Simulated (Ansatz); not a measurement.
# Molecular dynamics of B$_{2}$H$_{2}$O (part 1 of 3)

The run: molecular dynamics of B$_{2}$H$_{2}$O. Method and program: UKS PBE-D4/def2-SVP (Ansatz 0.2.0).

It belongs to a series of runs on one base structure; here: dynamics from the highest image of the converged band.

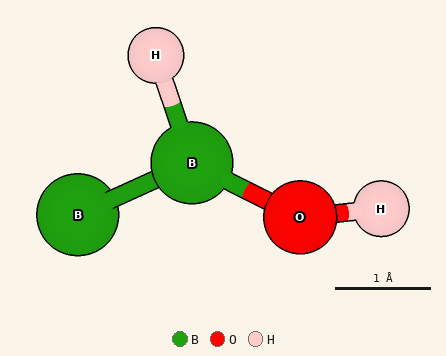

*The starting structure (ball-and-stick view, seen at a tilt).*

### Key numbers

```csv
quantity,value
outcome,finished
mean temperature over the second half,804 K
trajectory,"200 steps, 100 fs"
ensemble,nve
temperature in the input,300.0 K
time step,0.5 fs
potential energy (last step),−3421.2360 eV
mean-field energy (last step),−3421.1758 eV
⟨S²⟩ (last step),0.722
largest force (length of the vector) (last step),1.865 eV/Å
hardware,"1 thread of Intel Xeon (Sapphire Rapids), 176 GiB of memory available, shared host"
wall time,4 min
peak memory,0.12 GiB
```

### Notes

⟨S²⟩ is 0.72 against 0.00 for a pure state: the solution is spin-contaminated. So short a trajectory is not equilibrated.

### Input file
```yaml
crystal:
  periodic: [false, false, false]
  atoms:
    - { symbol: B, position_ang: [-0.279865, 1.583754, -0.971741] }
    - { symbol: B, position_ang: [0.121385, 0.298802, 0.04831] }
    - { symbol: O, position_ang: [-0.569057, -0.799919, 0.477339] }
    - { symbol: H, position_ang: [-0.543149, -1.641421, -0.000969] }
    - { symbol: H, position_ang: [1.270688, 0.558783, 0.447061] }
magnetization:
  spin_polarized: true
basis:
  gaussian: { orbitals: def2-SVP }
hamiltonian:
  xc: pbe
  dispersion: d4
md:
  timestep: 0.5
  n_steps: 200
  ensemble: nve
  temperature: 300.0
  initial_velocities: maxwell_boltzmann
  seed: 3519
```

Command:
```bash
ansatz run input.yaml --threads 1 --pin off --max-ram 2048MiB --backend cpu --events-out ev --progress --plain --runs-dir out
```

### What the program printed
```
Engine: ansatz 0.2.0, x86_64-unknown-linux-gnu
Functional definition: PBE
  parameter kappa = 0.804
  parameter beta = 0.06672455060314922
  exchange = pbe_x(kappa = kappa, mu = beta*pi^2/3)
  correlation = pbe_c(beta = beta)
567 factors; their error is unknown
mean field evaluation 1: about -3415.9767 eV, gradient 3.3e1 eV
mean field evaluation 2: about -3368.2757 eV, gradient 1.0e2 eV
mean field evaluation 4: about -3417.7500 eV, gradient 1.7e1 eV
mean field evaluation 8: about -3420.2191 eV, gradient 2.5e0 eV
mean field evaluation 16: about -3420.2453 eV, gradient 9.7e-3 eV
mean field evaluation 32: about -3420.8320 eV, gradient 5.0e-5 eV
mean field evaluation 64: about -3420.7635 eV, gradient 2.9e-1 eV
mean field -3420.83201552 eV, -125.7132578471 hartree, gradient 2.4e-7 eV, S^2 0.925410; 11 other end points of the search recorded, 0 dependent functions left out
the calculation of the forces begins
reference -3420.83204473 eV, -125.7132589205 hartree; 10, 10 occupied and 42, 42 virtual orbitals, 567 factors
md step     0: t =     0.00 fs  T =   300.0 K  F+E_penalty+E_count = -3420.89176759 eV  E_kin = 0.116334 eV  conserved = -3420.77543359 eV  (290 SCF iters)
these checks for a lower state are left out or cut short: starts, cluster_reference, orbital_swaps, neighbouring_geometries, increment
567 factors; their error is unknown
mean field evaluation 96: about -3420.8303 eV, gradient 1.8e-5 eV
mean field -3420.83025180 eV, -125.7131930316 hartree, gradient 5.1e-6 eV, S^2 0.929633; 0 other end points of the search recorded, 0 dependent functions left out
the calculation of the forces begins
reference -3420.83028091 eV, -125.7131941015 hartree; 10, 10 occupied and 42, 42 virtual orbitals, 567 factors
md step     1: t =     0.50 fs  T =   295.6 K  F+E_penalty+E_count = -3420.89000834 eV  E_kin = 0.114622 eV  conserved = -3420.77538627 eV  (58 SCF iters, 3 dispersion substeps)
[... from here on the SCF iterations and repeated set-up lines of each step are left out, up to the last step ...]
md step     2: t =     1.00 fs  T =   283.2 K  F+E_penalty+E_count = -3420.88511661 eV  E_kin = 0.109827 eV  conserved = -3420.77528931 eV  (57 SCF iters, 3 dispersion substeps)
md step     3: t =     1.50 fs  T =   266.6 K  F+E_penalty+E_count = -3420.87855466 eV  E_kin = 0.103367 eV  conserved = -3420.77518766 eV  (52 SCF iters, 3 dispersion substeps)
md step     4: t =     2.00 fs  T =   249.5 K  F+E_penalty+E_count = -3420.87187497 eV  E_kin = 0.096749 eV  conserved = -3420.77512638 eV  (52 SCF iters, 3 dispersion substeps)
md step     5: t =     2.50 fs  T =   234.5 K  F+E_penalty+E_count = -3420.86603918 eV  E_kin = 0.090915 eV  conserved = -3420.77512409 eV  (53 SCF iters, 3 dispersion substeps)
md step     6: t =     3.00 fs  T =   221.7 K  F+E_penalty+E_count = -3420.86113121 eV  E_kin = 0.085967 eV  conserved = -3420.77516406 eV  (51 SCF iters, 3 dispersion substeps)
md step     7: t =     3.50 fs  T =   209.9 K  F+E_penalty+E_count = -3420.85659593 eV  E_kin = 0.081386 eV  conserved = -3420.77521018 eV  (53 SCF iters, 3 dispersion substeps)
md step     8: t =     4.00 fs  T =   197.4 K  F+E_penalty+E_count = -3420.85177642 eV  E_kin = 0.076545 eV  conserved = -3420.77523175 eV  (52 SCF iters, 3 dispersion substeps)
md step     9: t =     4.50 fs  T =   183.5 K  F+E_penalty+E_count = -3420.84637935 eV  E_kin = 0.071160 eV  conserved = -3420.77521918 eV  (52 SCF iters, 3 dispersion substeps)
md step    10: t =     5.00 fs  T =   168.8 K  F+E_penalty+E_count = -3420.84062969 eV  E_kin = 0.065447 eV  conserved = -3420.77518282 eV  (52 SCF iters, 3 dispersion substeps)
md step    11: t =     5.50 fs  T =   154.7 K  F+E_penalty+E_count = -3420.83511582 eV  E_kin = 0.059973 eV  conserved = -3420.77514289 eV  (52 SCF iters, 3 dispersion substeps)
md step    12: t =     6.00 fs  T =   142.8 K  F+E_penalty+E_count = -3420.83047539 eV  E_kin = 0.055357 eV  conserved = -3420.77511857 eV  (50 SCF iters, 3 dispersion substeps)
md step    13: t =     6.50 fs  T =   134.0 K  F+E_penalty+E_count = -3420.82709141 eV  E_kin = 0.051970 eV  conserved = -3420.77512105 eV  (49 SCF iters, 3 dispersion substeps)
md step    14: t =     7.00 fs  T =   128.3 K  F+E_penalty+E_count = -3420.82491443 eV  E_kin = 0.049764 eV  conserved = -3420.77515025 eV  (52 SCF iters, 3 dispersion substeps)
md step    15: t =     7.50 fs  T =   124.5 K  F+E_penalty+E_count = -3420.82346634 eV  E_kin = 0.048272 eV  conserved = -3420.77519476 eV  (50 SCF iters, 3 dispersion substeps)
md step    16: t =     8.00 fs  T =   120.7 K  F+E_penalty+E_count = -3420.82203090 eV  E_kin = 0.046797 eV  conserved = -3420.77523369 eV  (51 SCF iters, 3 dispersion substeps)
md step    17: t =     8.50 fs  T =   115.4 K  F+E_penalty+E_count = -3420.81998883 eV  E_kin = 0.044745 eV  conserved = -3420.77524348 eV  (50 SCF iters, 3 dispersion substeps)
md step    18: t =     9.00 fs  T =   108.3 K  F+E_penalty+E_count = -3420.81718791 eV  E_kin = 0.041979 eV  conserved = -3420.77520859 eV  (52 SCF iters, 3 dispersion substeps)
md step    19: t =     9.50 fs  T =   100.7 K  F+E_penalty+E_count = -3420.81417686 eV  E_kin = 0.039044 eV  conserved = -3420.77513320 eV  (52 SCF iters, 3 dispersion substeps)
md step    20: t =    10.00 fs  T =    95.6 K  F+E_penalty+E_count = -3420.81212738 eV  E_kin = 0.037082 eV  conserved = -3420.77504574 eV  (53 SCF iters, 3 dispersion substeps)
md step    21: t =    10.50 fs  T =    96.4 K  F+E_penalty+E_count = -3420.81238799 eV  E_kin = 0.037400 eV  conserved = -3420.77498822 eV  (52 SCF iters, 3 dispersion substeps)
md step    22: t =    11.00 fs  T =   105.3 K  F+E_penalty+E_count = -3420.81583951 eV  E_kin = 0.040846 eV  conserved = -3420.77499307 eV  (52 SCF iters, 3 dispersion substeps)
md step    23: t =    11.50 fs  T =   122.1 K  F+E_penalty+E_count = -3420.82240567 eV  E_kin = 0.047344 eV  conserved = -3420.77506188 eV  (53 SCF iters, 3 dispersion substeps)
md step    24: t =    12.00 fs  T =   144.1 K  F+E_penalty+E_count = -3420.83102962 eV  E_kin = 0.055866 eV  conserved = -3420.77516400 eV  (53 SCF iters, 3 dispersion substeps)
md step    25: t =    12.50 fs  T =   167.3 K  F+E_penalty+E_count = -3420.84014031 eV  E_kin = 0.064885 eV  conserved = -3420.77525538 eV  (54 SCF iters, 3 dispersion substeps)
md step    26: t =    13.00 fs  T =   188.3 K  F+E_penalty+E_count = -3420.84832762 eV  E_kin = 0.073025 eV  conserved = -3420.77530288 eV  (54 SCF iters, 3 dispersion substeps)
md step    27: t =    13.50 fs  T =   205.2 K  F+E_penalty+E_count = -3420.85486120 eV  E_kin = 0.079564 eV  conserved = -3420.77529720 eV  (53 SCF iters, 3 dispersion substeps)
md step    28: t =    14.00 fs  T =   218.2 K  F+E_penalty+E_count = -3420.85984708 eV  E_kin = 0.084597 eV  conserved = -3420.77525048 eV  (53 SCF iters, 3 dispersion substeps)
md step    29: t =    14.50 fs  T =   229.1 K  F+E_penalty+E_count = -3420.86404532 eV  E_kin = 0.088860 eV  conserved = -3420.77518577 eV  (52 SCF iters, 3 dispersion substeps)
md step    30: t =    15.00 fs  T =   240.8 K  F+E_penalty+E_count = -3420.86850746 eV  E_kin = 0.093381 eV  conserved = -3420.77512605 eV  (59 SCF iters, 3 dispersion substeps)
md step    31: t =    15.50 fs  T =   255.6 K  F+E_penalty+E_count = -3420.87420640 eV  E_kin = 0.099120 eV  conserved = -3420.77508682 eV  (60 SCF iters, 3 dispersion substeps)
md step    32: t =    16.00 fs  T =   275.2 K  F+E_penalty+E_count = -3420.88177810 eV  E_kin = 0.106705 eV  conserved = -3420.77507338 eV  (60 SCF iters, 3 dispersion substeps)
md step    33: t =    16.50 fs  T =   300.0 K  F+E_penalty+E_count = -3420.89143139 eV  E_kin = 0.116351 eV  conserved = -3420.77507994 eV  (59 SCF iters, 3 dispersion substeps)
md step    34: t =    17.00 fs  T =   329.9 K  F+E_penalty+E_count = -3420.90303751 eV  E_kin = 0.127946 eV  conserved = -3420.77509167 eV  (59 SCF iters, 3 dispersion substeps)
md step    35: t =    17.50 fs  T =   364.3 K  F+E_penalty+E_count = -3420.91636385 eV  E_kin = 0.141273 eV  conserved = -3420.77509039 eV  (58 SCF iters, 3 dispersion substeps)
md step    36: t =    18.00 fs  T =   403.0 K  F+E_penalty+E_count = -3420.93135740 eV  E_kin = 0.156293 eV  conserved = -3420.77506451 eV  (44 SCF iters, 3 dispersion substeps)
md step    37: t =    18.50 fs  T =   446.9 K  F+E_penalty+E_count = -3420.94832449 eV  E_kin = 0.173305 eV  conserved = -3420.77501959 eV  (44 SCF iters, 3 dispersion substeps)
md step    38: t =    19.00 fs  T =   497.4 K  F+E_penalty+E_count = -3420.96785203 eV  E_kin = 0.192871 eV  conserved = -3420.77498141 eV  (43 SCF iters, 3 dispersion substeps)
md step    39: t =    19.50 fs  T =   555.6 K  F+E_penalty+E_count = -3420.99043490 eV  E_kin = 0.215451 eV  conserved = -3420.77498439 eV  (43 SCF iters, 3 dispersion substeps)
md step    40: t =    20.00 fs  T =   621.3 K  F+E_penalty+E_count = -3421.01598942 eV  E_kin = 0.240941 eV  conserved = -3420.77504876 eV  (43 SCF iters, 3 dispersion substeps)
md step    41: t =    20.50 fs  T =   692.2 K  F+E_penalty+E_count = -3421.04358457 eV  E_kin = 0.268421 eV  conserved = -3420.77516318 eV  (40 SCF iters, 3 dispersion substeps)
md step    42: t =    21.00 fs  T =   764.2 K  F+E_penalty+E_count = -3421.07163334 eV  E_kin = 0.296345 eV  conserved = -3420.77528847 eV  (41 SCF iters, 3 dispersion substeps)
md step    43: t =    21.50 fs  T =   833.2 K  F+E_penalty+E_count = -3421.09848120 eV  E_kin = 0.323100 eV  conserved = -3420.77538116 eV  (38 SCF iters, 3 dispersion substeps)
md step    44: t =    22.00 fs  T =   896.5 K  F+E_penalty+E_count = -3421.12305329 eV  E_kin = 0.347637 eV  conserved = -3420.77541595 eV  (39 SCF iters, 3 dispersion substeps)
md step    45: t =    22.50 fs  T =   953.7 K  F+E_penalty+E_count = -3421.14521433 eV  E_kin = 0.369819 eV  conserved = -3420.77539519 eV  (39 SCF iters, 3 dispersion substeps)
md step    46: t =    23.00 fs  T =  1006.7 K  F+E_penalty+E_count = -3421.16570235 eV  E_kin = 0.390360 eV  conserved = -3420.77534249 eV  (38 SCF iters, 3 dispersion substeps)
md step    47: t =    23.50 fs  T =  1058.5 K  F+E_penalty+E_count = -3421.18573608 eV  E_kin = 0.410448 eV  conserved = -3420.77528850 eV  (38 SCF iters, 3 dispersion substeps)
md step    48: t =    24.00 fs  T =  1112.1 K  F+E_penalty+E_count = -3421.20650683 eV  E_kin = 0.431248 eV  conserved = -3420.77525930 eV  (38 SCF iters, 3 dispersion substeps)
md step    49: t =    24.50 fs  T =  1169.4 K  F+E_penalty+E_count = -3421.22874139 eV  E_kin = 0.453472 eV  conserved = -3420.77526951 eV  (38 SCF iters, 3 dispersion substeps)
md step    50: t =    25.00 fs  T =  1230.4 K  F+E_penalty+E_count = -3421.25244712 eV  E_kin = 0.477126 eV  conserved = -3420.77532087 eV  (37 SCF iters, 3 dispersion substeps)
md step    51: t =    25.50 fs  T =  1293.2 K  F+E_penalty+E_count = -3421.27687160 eV  E_kin = 0.501469 eV  conserved = -3420.77540305 eV  (36 SCF iters, 3 dispersion substeps)
md step    52: t =    26.00 fs  T =  1354.3 K  F+E_penalty+E_count = -3421.30066193 eV  E_kin = 0.525165 eV  conserved = -3420.77549720 eV  (37 SCF iters, 3 dispersion substeps)
md step    53: t =    26.50 fs  T =  1409.5 K  F+E_penalty+E_count = -3421.32216947 eV  E_kin = 0.546588 eV  conserved = -3420.77558138 eV  (37 SCF iters, 3 dispersion substeps)
md step    54: t =    27.00 fs  T =  1454.9 K  F+E_penalty+E_count = -3421.33981182 eV  E_kin = 0.564173 eV  conserved = -3420.77563833 eV  (37 SCF iters, 3 dispersion substeps)
md step    55: t =    27.50 fs  T =  1487.2 K  F+E_penalty+E_count = -3421.35237536 eV  E_kin = 0.576713 eV  conserved = -3420.77566240 eV  (37 SCF iters, 3 dispersion substeps)
md step    56: t =    28.00 fs  T =  1504.7 K  F+E_penalty+E_count = -3421.35915052 eV  E_kin = 0.583488 eV  conserved = -3420.77566216 eV  (37 SCF iters, 3 dispersion substeps)
md step    57: t =    28.50 fs  T =  1506.5 K  F+E_penalty+E_count = -3421.35985945 eV  E_kin = 0.584205 eV  conserved = -3420.77565448 eV  (37 SCF iters, 3 dispersion substeps)
md step    58: t =    29.00 fs  T =  1492.6 K  F+E_penalty+E_count = -3421.35445543 eV  E_kin = 0.578803 eV  conserved = -3420.77565241 eV  (37 SCF iters, 3 dispersion substeps)
md step    59: t =    29.50 fs  T =  1463.0 K  F+E_penalty+E_count = -3421.34296110 eV  E_kin = 0.567306 eV  conserved = -3420.77565512 eV  (37 SCF iters, 3 dispersion substeps)
md step    60: t =    30.00 fs  T =  1417.9 K  F+E_penalty+E_count = -3421.32548417 eV  E_kin = 0.549837 eV  conserved = -3420.77564731 eV  (39 SCF iters, 3 dispersion substeps)
md step    61: t =    30.50 fs  T =  1358.5 K  F+E_penalty+E_count = -3421.30241403 eV  E_kin = 0.526804 eV  conserved = -3420.77561039 eV  (39 SCF iters, 3 dispersion substeps)
md step    62: t =    31.00 fs  T =  1287.1 K  F+E_penalty+E_count = -3421.27465060 eV  E_kin = 0.499115 eV  conserved = -3420.77553543 eV  (39 SCF iters, 3 dispersion substeps)
md step    63: t =    31.50 fs  T =  1207.5 K  F+E_penalty+E_count = -3421.24368340 eV  E_kin = 0.468253 eV  conserved = -3420.77542997 eV  (39 SCF iters, 3 dispersion substeps)
md step    64: t =    32.00 fs  T =  1124.6 K  F+E_penalty+E_count = -3421.21142859 eV  E_kin = 0.436113 eV  conserved = -3420.77531564 eV  (39 SCF iters, 3 dispersion substeps)
md step    65: t =    32.50 fs  T =  1043.5 K  F+E_penalty+E_count = -3421.17986734 eV  E_kin = 0.404649 eV  conserved = -3420.77521838 eV  (40 SCF iters, 3 dispersion substeps)
md step    66: t =    33.00 fs  T =   968.2 K  F+E_penalty+E_count = -3421.15062350 eV  E_kin = 0.375464 eV  conserved = -3420.77515967 eV  (41 SCF iters, 3 dispersion substeps)
md step    67: t =    33.50 fs  T =   901.2 K  F+E_penalty+E_count = -3421.12462142 eV  E_kin = 0.349472 eV  conserved = -3420.77514977 eV  (42 SCF iters, 3 dispersion substeps)
md step    68: t =    34.00 fs  T =   842.6 K  F+E_penalty+E_count = -3421.10192662 eV  E_kin = 0.326741 eV  conserved = -3420.77518551 eV  (42 SCF iters, 3 dispersion substeps)
md step    69: t =    34.50 fs  T =   790.6 K  F+E_penalty+E_count = -3421.08181174 eV  E_kin = 0.306562 eV  conserved = -3420.77524982 eV  (42 SCF iters, 3 dispersion substeps)
md step    70: t =    35.00 fs  T =   742.0 K  F+E_penalty+E_count = -3421.06304242 eV  E_kin = 0.287726 eV  conserved = -3420.77531603 eV  (42 SCF iters, 3 dispersion substeps)
md step    71: t =    35.50 fs  T =   693.6 K  F+E_penalty+E_count = -3421.04432251 eV  E_kin = 0.268969 eV  conserved = -3420.77535372 eV  (40 SCF iters, 3 dispersion substeps)
md step    72: t =    36.00 fs  T =   643.3 K  F+E_penalty+E_count = -3421.02479481 eV  E_kin = 0.249456 eV  conserved = -3420.77533869 eV  (40 SCF iters, 3 dispersion substeps)
md step    73: t =    36.50 fs  T =   591.0 K  F+E_penalty+E_count = -3421.00443855 eV  E_kin = 0.229174 eV  conserved = -3420.77526491 eV  (41 SCF iters, 3 dispersion substeps)
md step    74: t =    37.00 fs  T =   539.0 K  F+E_penalty+E_count = -3420.98417991 eV  E_kin = 0.209028 eV  conserved = -3420.77515161 eV  (41 SCF iters, 3 dispersion substeps)
md step    75: t =    37.50 fs  T =   491.4 K  F+E_penalty+E_count = -3420.96560425 eV  E_kin = 0.190565 eV  conserved = -3420.77503932 eV  (42 SCF iters, 3 dispersion substeps)
md step    76: t =    38.00 fs  T =   452.2 K  F+E_penalty+E_count = -3420.95034022 eV  E_kin = 0.175369 eV  conserved = -3420.77497118 eV  (42 SCF iters, 3 dispersion substeps)
md step    77: t =    38.50 fs  T =   424.0 K  F+E_penalty+E_count = -3420.93940100 eV  E_kin = 0.164432 eV  conserved = -3420.77496886 eV  (40 SCF iters, 3 dispersion substeps)
md step    78: t =    39.00 fs  T =   407.0 K  F+E_penalty+E_count = -3420.93283999 eV  E_kin = 0.157819 eV  conserved = -3420.77502099 eV  (40 SCF iters, 3 dispersion substeps)
md step    79: t =    39.50 fs  T =   399.2 K  F+E_penalty+E_count = -3420.92989990 eV  E_kin = 0.154807 eV  conserved = -3420.77509251 eV  (40 SCF iters, 3 dispersion substeps)
md step    80: t =    40.00 fs  T =   398.1 K  F+E_penalty+E_count = -3420.92952368 eV  E_kin = 0.154377 eV  conserved = -3420.77514706 eV  (40 SCF iters, 3 dispersion substeps)
md step    81: t =    40.50 fs  T =   401.6 K  F+E_penalty+E_count = -3420.93089860 eV  E_kin = 0.155733 eV  conserved = -3420.77516585 eV  (41 SCF iters, 3 dispersion substeps)
md step    82: t =    41.00 fs  T =   409.0 K  F+E_penalty+E_count = -3420.93374851 eV  E_kin = 0.158596 eV  conserved = -3420.77515215 eV  (39 SCF iters, 3 dispersion substeps)
md step    83: t =    41.50 fs  T =   420.8 K  F+E_penalty+E_count = -3420.93829155 eV  E_kin = 0.163167 eV  conserved = -3420.77512425 eV  (40 SCF iters, 3 dispersion substeps)
md step    84: t =    42.00 fs  T =   438.0 K  F+E_penalty+E_count = -3420.94496077 eV  E_kin = 0.169856 eV  conserved = -3420.77510430 eV  (40 SCF iters, 3 dispersion substeps)
md step    85: t =    42.50 fs  T =   461.5 K  F+E_penalty+E_count = -3420.95405734 eV  E_kin = 0.178948 eV  conserved = -3420.77510905 eV  (39 SCF iters, 3 dispersion substeps)
md step    86: t =    43.00 fs  T =   490.8 K  F+E_penalty+E_count = -3420.96548405 eV  E_kin = 0.190339 eV  conserved = -3420.77514455 eV  (42 SCF iters, 3 dispersion substeps)
md step    87: t =    43.50 fs  T =   524.6 K  F+E_penalty+E_count = -3420.97864786 eV  E_kin = 0.203443 eV  conserved = -3420.77520436 eV  (39 SCF iters, 3 dispersion substeps)
md step    88: t =    44.00 fs  T =   560.3 K  F+E_penalty+E_count = -3420.99256255 eV  E_kin = 0.217292 eV  conserved = -3420.77527089 eV  (41 SCF iters, 3 dispersion substeps)
md step    89: t =    44.50 fs  T =   595.2 K  F+E_penalty+E_count = -3421.00612978 eV  E_kin = 0.230810 eV  conserved = -3420.77531982 eV  (40 SCF iters, 3 dispersion substeps)
md step    90: t =    45.00 fs  T =   627.1 K  F+E_penalty+E_count = -3421.01851966 eV  E_kin = 0.243190 eV  conserved = -3420.77532970 eV  (40 SCF iters, 3 dispersion substeps)
md step    91: t =    45.50 fs  T =   655.6 K  F+E_penalty+E_count = -3421.02950327 eV  E_kin = 0.254210 eV  conserved = -3420.77529367 eV  (41 SCF iters, 3 dispersion substeps)
md step    92: t =    46.00 fs  T =   681.6 K  F+E_penalty+E_count = -3421.03955445 eV  E_kin = 0.264326 eV  conserved = -3420.77522864 eV  (41 SCF iters, 3 dispersion substeps)
md step    93: t =    46.50 fs  T =   707.7 K  F+E_penalty+E_count = -3421.04959170 eV  E_kin = 0.274419 eV  conserved = -3420.77517223 eV  (41 SCF iters, 3 dispersion substeps)
md step    94: t =    47.00 fs  T =   735.6 K  F+E_penalty+E_count = -3421.06041670 eV  E_kin = 0.285253 eV  conserved = -3420.77516381 eV  (40 SCF iters, 3 dispersion substeps)
md step    95: t =    47.50 fs  T =   765.7 K  F+E_penalty+E_count = -3421.07213739 eV  E_kin = 0.296918 eV  conserved = -3420.77521920 eV  (41 SCF iters, 3 dispersion substeps)
md step    96: t =    48.00 fs  T =   795.9 K  F+E_penalty+E_count = -3421.08394521 eV  E_kin = 0.308627 eV  conserved = -3420.77531839 eV  (40 SCF iters, 3 dispersion substeps)
md step    97: t =    48.50 fs  T =   822.6 K  F+E_penalty+E_count = -3421.09442085 eV  E_kin = 0.319004 eV  conserved = -3420.77541728 eV  (40 SCF iters, 3 dispersion substeps)
md step    98: t =    49.00 fs  T =   842.5 K  F+E_penalty+E_count = -3421.10219292 eV  E_kin = 0.326719 eV  conserved = -3420.77547414 eV  (40 SCF iters, 3 dispersion substeps)
md step    99: t =    49.50 fs  T =   853.8 K  F+E_penalty+E_count = -3421.10656031 eV  E_kin = 0.331089 eV  conserved = -3420.77547105 eV  (39 SCF iters, 3 dispersion substeps)
```
